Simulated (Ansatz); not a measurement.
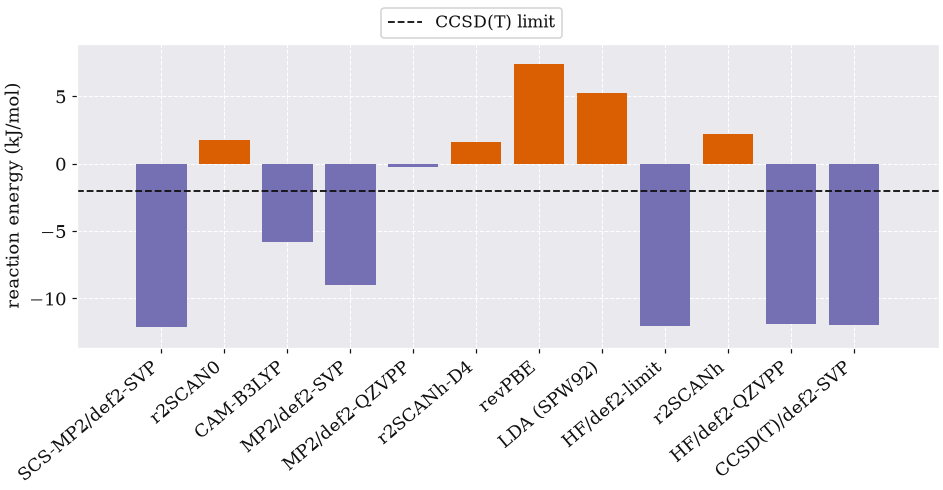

Electronic reaction energy of Si₂H₅SF (F[SiH2]S[SiH3]) + SiNH₂Cl₂F (N[Si](F)(Cl)Cl) → Si₂NH₃Cl₂F₂ (F[SiH2]N[Si](F)(Cl)Cl) + SiH₄S ([SiH3]S) (SMILES in brackets) at several levels (functionals in def2-TZVPP unless a basis is named), isolated molecules at PBE0-D4 triple-zeta geometries, minima by their frequencies, no zero-point or thermal terms, the Ansatz code. The line is frozen-core CCSD(T) at the basis limit (MP2 extrapolated from triple and quadruple zeta, plus CCSD(T) less MP2 in a smaller set). No dispersion term is added to r2SCAN0, CAM-B3LYP, revPBE and r2SCANh. The distance of SCS-MP2/def2-SVP, MP2/def2-SVP, MP2/def2-QZVPP and CCSD(T)/def2-SVP to the limit includes basis error. The limit lies 4.5 kJ/mol from CCSD(T)/def2-TZVPP, so the line itself is uncertain by a part of that.

> Which level comes closest to the line (CCSD(T) limit), and which misses most?

Closest MP2/def2-QZVPP (−0.3 kJ/mol), against −2.0 kJ/mol; farthest SCS-MP2/def2-SVP (−12.1 kJ/mol).

> Give the values.

| level | kJ/mol | less CCSD(T) limit |
| --- | --- | --- |
| SCS-MP2/def2-SVP | −12.1 | −10.1 |
| r2SCAN0 | 1.7 | 3.8 |
| CAM-B3LYP | −5.8 | −3.8 |
| MP2/def2-SVP | −9.0 | −7.0 |
| MP2/def2-QZVPP | −0.3 | 1.7 |
| r2SCANh-D4 | 1.6 | 3.6 |
| revPBE | 7.4 | 9.4 |
| LDA (SPW92) | 5.2 | 7.2 |
| HF/def2-limit | −12.1 | −10.0 |
| r2SCANh | 2.2 | 4.2 |
| HF/def2-QZVPP | −11.9 | −9.9 |
| CCSD(T)/def2-SVP | −12.0 | −10.0 |
| CCSD(T) limit | −2.0 | 0.0 |

Caveats: one conformer of each flexible molecule.
